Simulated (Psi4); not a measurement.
# ZrCl4 (zirconium tetrachloride) at wB97X/def2-SVP (core potential)

What is the energy change on altering one bond length of ZrCl4 (zirconium tetrachloride) at wB97X/def2-SVP (core potential)? 

The calculation is run with Psi4 1.11.

12 further runs of the same task are left out: 11 that didn't finish, 1 set aside as unsound or not needed.

## 1. The molecule

ZrCl4 has 5 atoms, charge 0, and is taken as a singlet. As SMILES, `Cl[Zr](Cl)(Cl)Cl`. The coordinates come from a PBE0-D4/def2-TZVP relaxation.

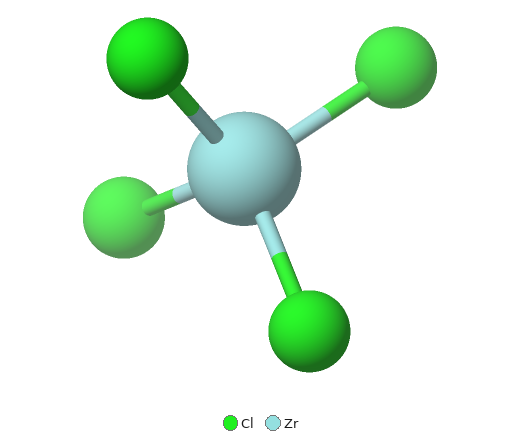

Viewed from a chosen angle; chlorine green, zirconium light teal.

## 2. Energy and forces at wB97X/def2-SVP (core potential)

File input.json:

```json
{
 "schema_name": "qcschema_input",
 "schema_version": 1,
 "molecule": {
  "schema_name": "qcschema_molecule",
  "schema_version": 2,
  "symbols": ["Cl", "Zr", "Cl", "Cl", "Cl"],
  "geometry": [-0.20781318, -0.43614879, 4.34979049, 3.779e-05, 0.0, -3.779e-05, 2.92038275, -2.8331152, -1.61242771, -3.93393736, -0.81273341, -1.73714964, 1.2212922, 4.0820163, -1.00017535],
  "molecular_charge": 0,
  "molecular_multiplicity": 1,
  "fix_symmetry": "c1"
 },
 "driver": "gradient",
 "model": {
  "method": "wb97x",
  "basis": "def2-SVP"
 },
 "keywords": {
  "reference": "rks",
  "puream": true,
  "e_convergence": 1e-09,
  "d_convergence": 1e-08,
  "scf_type": "pk",
  "dft_radial_points": 99,
  "dft_spherical_points": 590
 }
}
```

Command:

```
$ psi4 --qcschema input.json -n 1 --memory 2200MB
```

stdout:

```text
[...]
    !!!  WARNING: ECP capability is in beta. Please check occupations closely.  !!!
[...]
  Running in c1 symmetry.
[...]
  Nuclear repulsion =  429.068128173606624
[...]
  Multiplicity = 1
[...]
  Nalpha       = 40
  Nbeta        = 40
[...]
    Number of basis functions: 103
[...]
   @RKS iter   1: -1887.41402528907497   -7.99822e-01   4.97566e-03 DIIS/ADIIS
[...]
   @RKS iter  12: -1887.59355956558556   -1.00044e-11   5.22793e-09 DIIS
[...]
    Orbital Energies [Eh]
    ---------------------
    Doubly Occupied:
       1A   -101.491995     2A   -101.491950     3A   -101.491948
       4A   -101.491947     5A     -9.566188     6A     -9.566163
       7A     -9.566162     8A     -9.566160     9A     -7.329237
      10A     -7.329218    11A     -7.329215    12A     -7.329212
      13A     -7.326683    14A     -7.326683    15A     -7.326668
      16A     -7.326667    17A     -7.326667    18A     -7.326653
      19A     -7.326653    20A     -7.326652    21A     -2.356221
      22A     -1.483765    23A     -1.483765    24A     -1.483764
      25A     -0.961159    26A     -0.948406    27A     -0.948403
      28A     -0.948402    29A     -0.510226    30A     -0.504799
      31A     -0.504796    32A     -0.504795    33A     -0.490919
      34A     -0.490918    35A     -0.468830    36A     -0.468828
[...]
  @RKS Final Energy: -1887.59355956558556
   => Energetics <=
    Nuclear Repulsion Energy =            429.0681281736066239
    One-Electron Energy =               -3475.2057894852055142
    Two-Electron Energy =                1248.5510566004300017
    DFT Exchange-Correlation Energy =     -90.0069548544164775
    Empirical Dispersion Energy =           0.0000000000000000
    VV10 Nonlocal Energy =                  0.0000000000000000
    Total Energy =                      -1887.5935595655855650
[...]
 Multipole Moments:
 ------------------------------------------------------------------------------------
     Multipole            Electronic (a.u.)      Nuclear  (a.u.)        Total (a.u.)
 ------------------------------------------------------------------------------------
 L = 1.  Multiply by 2.5417464519 to convert [e a0] to [Debye]
 Dipole X            :          0.0011003           -0.0010941            0.0000062
 Dipole Y            :         -0.0000869            0.0000912            0.0000043
 Dipole Z            :         -0.0009467            0.0009117           -0.0000349
 Magnitude           :                                                    0.0000357
[...]
  -Total Gradient:
     Atom            X                  Y                   Z
    ------   -----------------  -----------------  -----------------
       1        0.000128738311     0.000238838594    -0.002423731973
       2        0.000000378750    -0.000008997314    -0.000001431641
       3       -0.001651621263     0.001584917992     0.000915331097
       4        0.002253803731     0.000464408535     0.000995955421
       5       -0.000686428016    -0.002273122300     0.000568451229
[...]
```

The result, in JSON:

```text
{
 "driver": "gradient",
 "model": {
  "method": "wb97x",
  "basis": "def2-SVP"
 },
 "success": true,
 "return_result": [0.00012873831113554765, 0.0002388385944602084, -0.002423731973266008, 3.787497816496992e-07, -8.997314331912562e-06, -1.4316406829952332e-06, -0.0016516212630863086, 0.0015849179921487294, 0.0009153310968389172, 0.0022538037311208847, 0.00046440853466072143, 0.0009959554206377189, -0.0006864280158038333, -0.0022731223000682366, 0.0005684512292170214],
 "properties": {
  "calcinfo_nbasis": 103,
  "calcinfo_nmo": 103,
  "calcinfo_nalpha": 40,
  "calcinfo_nbeta": 40,
  "calcinfo_natom": 5,
  "nuclear_repulsion_energy": 429.0681281736066,
  "return_energy": -1887.5935595655856,
  "return_gradient": [0.00012873831113554765, 0.0002388385944602084, -0.002423731973266008, 3.787497816496992e-07, -8.997314331912562e-06, -1.4316406829952332e-06, -0.0016516212630863086, 0.0015849179921487294, 0.0009153310968389172, 0.0022538037311208847, 0.00046440853466072143, 0.0009959554206377189, -0.0006864280158038333, -0.0022731223000682366, 0.0005684512292170214],
  "scf_one_electron_energy": -3475.2057894852055,
  "scf_two_electron_energy": 1248.55105660043,
  "scf_xc_energy": -90.00695485441648,
  "scf_dipole_moment": [6.1856275486715795e-06, 4.270570715475541e-06, -3.493516371133598e-05],
  "scf_total_energy": -1887.5935595655856,
  "scf_total_gradient": [0.00012873831113554765, 0.0002388385944602084, -0.002423731973266008, 3.787497816496992e-07, -8.997314331912562e-06, -1.4316406829952332e-06, -0.0016516212630863086, 0.0015849179921487294, 0.0009153310968389172, 0.0022538037311208847, 0.00046440853466072143, 0.0009959554206377189, -0.0006864280158038333, -0.0022731223000682366, 0.0005684512292170214],
  "scf_iterations": 12
 }
}
```

It took 38 s on 1 thread of Intel Xeon Platinum 8259CL at 2.50GHz (Skylake/Cascade Lake), shared host; peak memory 1.1 GiB.

## 3. The distorted shape at the same level

File input.in:

```
memory 2200 MB

molecule geom {
  Cl     0.202322    -0.166283     2.439708
  Zr     0.312312     0.064517     0.137878
  Cl     1.857692    -1.434703    -0.715362
  Cl    -2.081750    -0.430080    -0.919260
  Cl     0.958572     2.224627    -0.391372
  symmetry c1
}

set reference rks
set puream true
set e_convergence 1e-09
set d_convergence 1e-08
set scf_type pk
set dft_radial_points 99
set dft_spherical_points 590

e_tot, wfn = gradient('wb97x/def2-SVP', return_wfn=True)
print_variables()
```

Command:

```
$ psi4 -i input.in -o input.out -n 1
```

input.out (excerpt; [...] marks lines left out):

```text
[...]
    !!!  WARNING: ECP capability is in beta. Please check occupations closely.  !!!
[...]
  Running in c1 symmetry.
[...]
  Nuclear repulsion =  414.386544987626962
[...]
  Multiplicity = 1
[...]
  Nalpha       = 40
  Nbeta        = 40
[...]
    Number of basis functions: 103
[...]
   @RKS iter   1: -1887.37115726873003   -8.07869e-01   5.15466e-03 DIIS/ADIIS
[...]
   @RKS iter  13: -1887.57074807576282   -4.54747e-12   5.33989e-09 DIIS
[...]
  @RKS Final Energy: -1887.57074807576282
   => Energetics <=
    Nuclear Repulsion Energy =            414.3865449876269622
    One-Electron Energy =               -3445.6976557640500687
    Two-Electron Energy =                1233.6886527368931183
    DFT Exchange-Correlation Energy =     -89.9482900362330184
    Empirical Dispersion Energy =           0.0000000000000000
    VV10 Nonlocal Energy =                  0.0000000000000000
    Total Energy =                      -1887.5707480757628218
[...]
 Multipole Moments:
 ------------------------------------------------------------------------------------
     Multipole            Electronic (a.u.)      Nuclear  (a.u.)        Total (a.u.)
 ------------------------------------------------------------------------------------
 L = 1.  Multiply by 2.5417464519 to convert [e a0] to [Debye]
 Dipole X            :          3.5693900           -2.8487163            0.7206737
 Dipole Y            :          0.7370761           -0.5882045            0.1488716
 Dipole Z            :          1.5746882           -1.2565055            0.3181826
 Magnitude           :                                                    0.8017316
[...]
  -Total Gradient:
     Atom            X                  Y                   Z
    ------   -----------------  -----------------  -----------------
       1       -0.001005546996    -0.000519578497     0.002974177732
       2        0.050406711542     0.010418660333     0.022260387634
       3        0.001431506740    -0.002382254586    -0.001625258175
       4       -0.051670580508    -0.010675256432    -0.022813613429
       5        0.000094847977     0.002980940311    -0.001162277445
[...]
```

Run time: 48 s. Hardware: 1 thread of Intel Xeon Platinum 8259CL at 2.50GHz (Skylake/Cascade Lake), shared host; peak memory 1.1 GiB.

## 4. Outcome

Level: wB97X/def2-SVP (core potential).

| quantity | value |
| --- | --- |
| first shape: total energy | -1887.59356 Eh |
| first shape: dipole moment | 0.00 D |
| first shape: HOMO energy | -12.08 eV |
| first shape: LUMO energy | -0.53 eV |
| first shape: HOMO–LUMO gap | 11.55 eV |
| first shape: largest force on an atom | 0.129 eV/Å |
| distorted shape: total energy | -1887.57075 Eh |
| distorted shape: dipole moment | 2.04 D |
| distorted shape: HOMO energy | -11.24 eV |
| distorted shape: LUMO energy | -1.12 eV |
| distorted shape: HOMO–LUMO gap | 10.12 eV |
| distorted shape: largest force on an atom | 2.956 eV/Å |
| energy change with the Zr2–Cl4 bond stretched from 2.316 to 2.663 Å | 0.621 eV |

In words: With the Zr2–Cl4 bond stretched from 2.316 to 2.663 Å the energy rises by 0.62 eV (59.9 kJ/mol). The first shape isn't relaxed at this level, so the change isn't measured from a minimum.
